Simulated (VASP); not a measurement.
Band structure of CuO (relaxed from the tenorite structure, space group C2/c). Computed with PBE GGA, VASP's PBE PAW potentials (set 64) (plane waves; VASP).

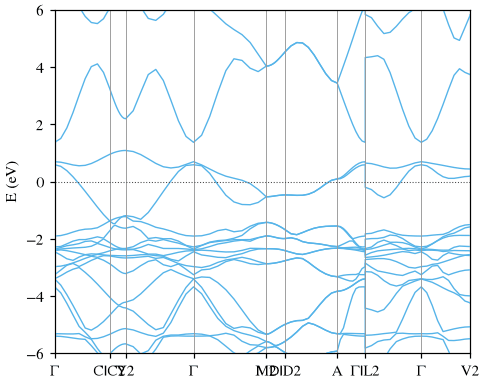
Figure: Bands along high-symmetry lines, zero at the valence-band maximum or, without a gap, the Fermi level

Q: Read the plot: is there a gap, and where are the band edges?

A: It has no gap at this level: it comes out as a metal or semimetal. (Edges off the drawn lines would not show.)

The structure was generated: CuO was put into the tenorite type (C2/c), which need not be its known phase. It was relaxed first, which changed the volume by +10 %.
